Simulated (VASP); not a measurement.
Energy against volume of Li2O (antifluorite). All values below come from r2SCAN meta-GGA, VASP's PBE PAW potentials (set 64) (plane waves; VASP 6.6.1).

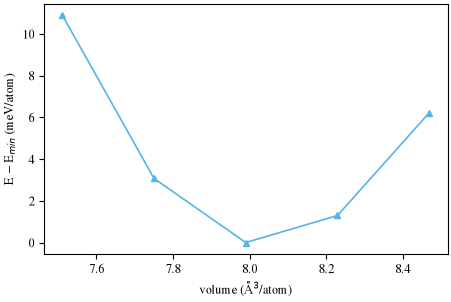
Figure. Energy against volume

Task: Estimate the equilibrium volume and the bulk modulus.

Result: The minimum lies near 8.0 Å³/atom, and the curvature gives B0 of about 93 GPa.

The compound is Li2O in the antifluorite structure. It was relaxed first.
